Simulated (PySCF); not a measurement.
## A study: Hg(SiH3)2 (H₆HgSi₂)

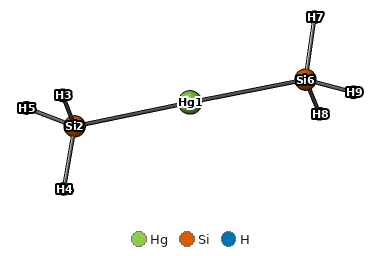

The molecule, with its atoms numbered as below. No frequency check shows the geometry to be a minimum.

Cartesian coordinates (Å):

```
Hg1     -0.0001    0.0038    0.0000
Si2      2.8727   -0.0109   -0.0000
H3       3.4633    1.1314   -0.7405
H4       3.4633   -1.2066   -0.6095
H5       3.4633    0.0758    1.3498
Si6     -2.8724   -0.0109    0.0000
H7      -3.4631    1.1481    0.7141
H8      -3.4631   -1.1923    0.6368
H9      -3.4631    0.0448   -1.3514
```

Part 1: Bonding charge

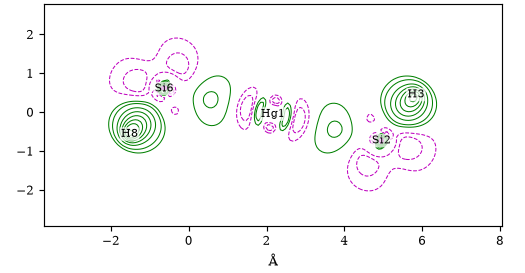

Deformation density (molecule less spherical, spin-averaged free atoms) in the plane of Hg1, Si2, H3, Si6 and H8; contours at ±0.05 to ±0.8 e/Å³; solid green lines: gain, dashed magenta lines: loss.

PySCF calculation, B3LYP/def2-TZVP, gas phase; geometry: GFN2-xTB. Core potentials replace the inner electrons of Hg; spin–orbit coupling isn't included.

> Describe the bonding that the map shows.

Si6–H8: +0.22 e/Å³ at the bond critical point (bond length 1.47 Å, Mayer order 0.9). Si2–H3: +0.21 e/Å³ at the bond critical point (bond length 1.48 Å, Mayer order 0.9). Hg1–Si6 and Hg1–Si2: +0.10 e/Å³ at the bond critical point (bond length 2.87 Å, Mayer order 0.7). In all, 2.0 electrons gather in the regions of gain relative to the promolecule. A small or negative value marks a very polar bond, one between electron-rich atoms, whose free-atom densities already overlap strongly, a long bond to a heavier atom, or a closed-shell contact such as a hydrogen bond.

Part 2: Bond critical points

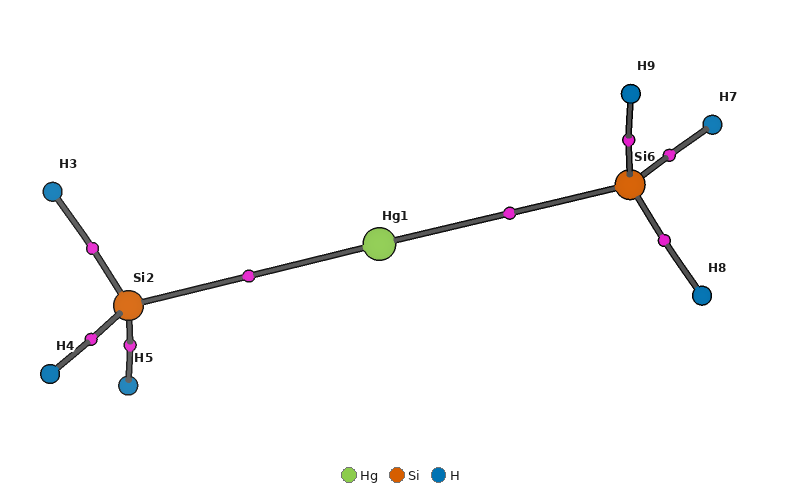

Molecular graph of the electron density (QTAIM): bond paths, bond critical points (magenta), ring points (cyan, if any); weak paths are dashed.

> How many critical points of each kind are there, and does the count close?

9 nuclei, 8 bond, 0 ring and 0 cage critical points: 9 − 8 + 0 − 0 = 1, as the Poincaré–Hopf relation requires.

> Tabulate density, Laplacian, ellipticity and energy density at the bond critical points (atomic units).

```csv
bond,length (Å),ρ (a.u.),∇²ρ (a.u.),ε,H (a.u.)
Si2–H4 (2 alike),1.466,0.123,+0.18,0.02,−0.077
Si2–H5 (4 alike),1.476,0.121,+0.17,0.02,−0.075
Hg1–Si6 (2 alike),2.872,0.047,0.00,0.00,−0.010
```

> What kind of interaction is Hg1–Si6?

Polar or intermediate (positive Laplacian, negative energy density H): ρ = 0.047, ∇²ρ = 0.00, H = −0.010 a.u.

Part 3: Electrostatic potential

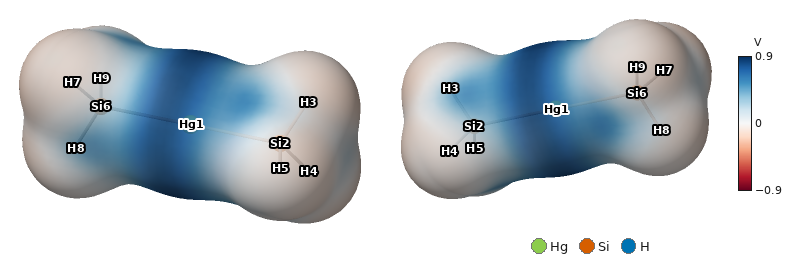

Electrostatic potential on the surface of electron density 0.001 a.u. (back view left, front view right).

> Where are the extremes of the potential on the surface?

Highest: 0.85 V, 2.2 Å from Hg1, and at like points elsewhere. Lowest: −0.15 V, 1.5 Å from H3, and at like points elsewhere. The surface is sampled at points, so like sites can differ by a few per cent and only the strongest of them is named.

> What volume does the surface enclose, and what is the dipole moment?

About 155 Å³; the dipole moment is 0.1 D.

Part 4: Removing or adding an electron

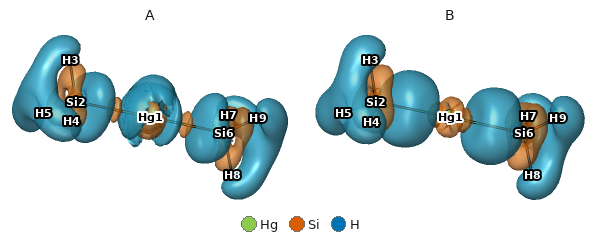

The two Fukui functions at ±0.01 e/Å³ (light blue positive, orange negative).

Computed with PySCF, BP86/def2-SVPD, geometry: GFN2-xTB. Core potentials replace the inner electrons of Hg; spin–orbit coupling isn't included.

> Which panel is f⁻ (electron removed) and which f⁺ (electron added)?

A is f⁺, B is f⁻. f⁻ (Hirshfeld-condensed) is largest on Si2 and Si6 (0.23 each) and Hg1 (0.20); the vertical ionisation energy is 8.24 eV (the stability of the cation's solution wasn't checked). f⁺ (Hirshfeld-condensed) is largest on Si2 and Si6 (0.21 each) and Hg1 (0.21); the vertical electron affinity is 0.55 eV (the stability of the anion's solution wasn't checked; the anion's highest orbital has positive energy, so this value and f⁺ depend on the basis).

> What chemical potential and hardness follow from the two energies?

μ = −(I + A)/2 = −4.40 eV and η = I − A = 7.69 eV.
